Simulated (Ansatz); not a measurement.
# CH2ClGaO: up Jacob's ladder to CCSD(T)

Aim: compute CH2ClGaO with functionals from several rungs and with coupled cluster. The yardstick is the atomisation energy at the CCSD(T) limit.

The runs use Ansatz 0.2.0, Gaussian basis; functionals in def2-TZVPP, the program's frozen cores in correlated methods.

Levels to be run: LDA (SPW92), PBE-D4, revPBE-D4, BLYP-D4, r2SCAN-D4, B97M-V, PBE0-D4, B3LYP-D4, r2SCANh-D4, r2SCAN0-D4, HSE06-D4, BHLYP-D4, CAM-B3LYP-D4, LC-ωPBE, ωB97X-V, ωB97M-V, B2PLYP, PBE-QIDH; CCSD(T)/def2-SVP; CCSD(T)/def2-TZVPP; MP2/def2-QZVPP; extrapolation to the limit; RPA on PBE.

## (1) The geometry

An earlier PBE0-D4 in a triple-zeta def2 set relaxation fixed the geometry.

6 atoms, charge 0, spin multiplicity 1.

Atoms are counted from 1 here; the program's logs count them from 0.

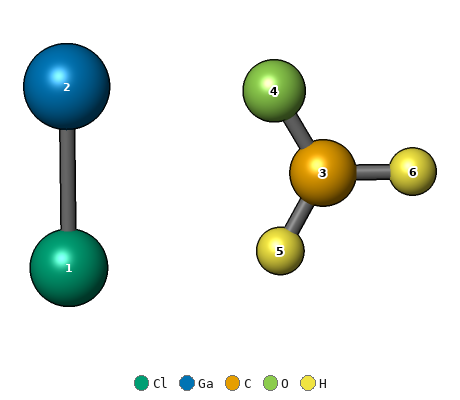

The structure; chlorine teal, gallium blue, carbon amber, oxygen green, hydrogen yellow; atoms are numbered from 1 in the order of the file.

## (2) LDA

This LDA is Slater exchange with PW92 correlation.

Contents of in.yaml:

```yaml
crystal:
  periodic: [false, false, false]
  atoms:
    - {symbol: Cl, position_ang: [-0.445451, -2.179121, 0.848271]}
    - {symbol: Ga, position_ang: [-2.195724, -0.943085, 0.091201]}
    - {symbol: C, position_ang: [0.688603, 0.760123, -0.242203]}
    - {symbol: O, position_ang: [-0.489769, 0.889657, -0.455161]}
    - {symbol: H, position_ang: [1.091532, -0.164669, 0.202665]}
    - {symbol: H, position_ang: [1.393008, 1.572996, -0.491073]}
basis:
  gaussian: {orbitals: def2-TZVPP}
hamiltonian: {xc: lda}
output: {orbitals: {seedname: orbitals}}
```

On the command line:

```sh
$ ansatz run in.yaml --threads 2 --pin off --events-out ev --progress --plain --max-ram 4352MiB
```

The runs that follow: PBE-D4 (GGA); revPBE-D4 (GGA); BLYP-D4 (GGA); r2SCAN-D4 (meta-GGA); B97M-V (meta-GGA); PBE0-D4 (hybrid); B3LYP-D4 (hybrid); r2SCANh-D4 (hybrid); r2SCAN0-D4 (hybrid); HSE06-D4 (hybrid); BHLYP-D4 (hybrid); CAM-B3LYP-D4 (range-separated); LC-ωPBE (range-separated); ωB97X-V (range-separated); ωB97M-V (range-separated); B2PLYP (double hybrid); PBE-QIDH (double hybrid); CCSD(T) in def2-SVP; CCSD(T) in def2-TZVPP; MP2 in def2-QZVPP; RPA on PBE orbitals.

Q: Predict the results of all the runs planned. Wanted: atomisation energy, CCSD(T)/CBS; farthest beyond LDA; mean size of error, GGA; mean size of error, meta-GGA; mean size of error, hybrid; mean size of error, range-separated; mean size of error, double hybrid; gap, smallest and largest; T1 diagnostic.

**Answer**, as computed:

| quantity | value |
| --- | --- |
| atomisation energy, CCSD(T)/CBS | 496.0 kcal/mol |
| functionals within 5.0 kcal/mol (1.0 %) | revPBE-D4, BLYP-D4, r2SCAN-D4, B97M-V, PBE0-D4, B3LYP-D4, HSE06-D4, CAM-B3LYP-D4, ωB97X-V, ωB97M-V |
| farthest beyond LDA | BHLYP-D4 (-24.3 kcal/mol) |
| mean size of error, GGA | 5.9 kcal/mol |
| mean size of error, meta-GGA | 0.3 kcal/mol |
| mean size of error, hybrid | 8.6 kcal/mol |
| mean size of error, range-separated | 3.2 kcal/mol |
| mean size of error, double hybrid | 7.7 kcal/mol |
| gap, smallest and largest | 2.49 eV (LDA (SPW92)), 9.66 eV (LC-ωPBE) |
| T1 diagnostic | 0.0148 |
| triples share of the correlation energy | 4.2 % |

**Reading.** LDA overbinds by 78.4 kcal/mol (16 %). PBE-D4 is off by +14.3 kcal/mol. Double hybrids carry the basis error of their MP2 part in triple zeta, and no dispersion term here, so their miss is partly the set-up's. The rungs meta-GGA, range-separated miss on average by less than the doubt on the reference (5.0 kcal/mol), so they tie. Misses under about 5.0 kcal/mol are within the doubt on the reference itself, which lacks core-valence correlation, relativity and higher excitations, and its outer-core shells are covered unevenly. Hartree-Fock recovers 69 % of the binding; the rest is correlation. CCSD(T) in def2-SVP is off by -28.3 kcal/mol, more than most functionals: a good method in a small basis is no reference. Orbital gaps span 2.5 to 9.7 eV; exact exchange widens them. Correlated methods include outer-core shells of Ga, which these sets cover unevenly.
